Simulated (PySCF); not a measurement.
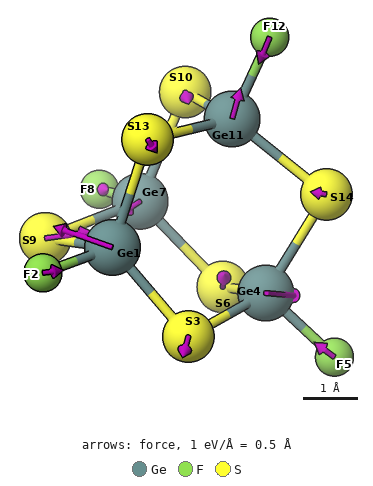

Starting geometry of Ge4S6F4 with the computed forces as purple arrows. The picture is a ball-and-stick view, seen face on.

The start comes from GFN2-xTB. Its atoms were then displaced at random by about 0.03 Å.

Theory: PBE0-D3(BJ)/def2-SVP geometry optimisation, gas phase (PySCF). 

What follows when this structure is relaxed?

It isn't relaxed: the largest force vector, on Ge4, is 2.94 eV/Å. The final displacements follow the starting forces only in part (cosine between the two patterns 0.77). S9 moves most after the best rigid fit: 0.10 Å. By element the largest moves are S 0.10 Å, Ge 0.10 Å, F 0.06 Å. Near-neighbour distances that change, for instance: Ge4–S6 2.375 → 2.214 Å, Ge1–S9 2.374 → 2.216 Å, S3–Ge4 2.143 → 2.213 Å, Ge7–S9 2.274 → 2.214 Å. Among the angles between lasting bonds that change: S3–Ge4–S14 120.1° → 114.3°, S3–Ge1–S13 120.3° → 114.7°, F2–Ge1–S9 98.8° → 104.2°. The energy falls by 56.4 kJ/mol in 6 geometry steps.
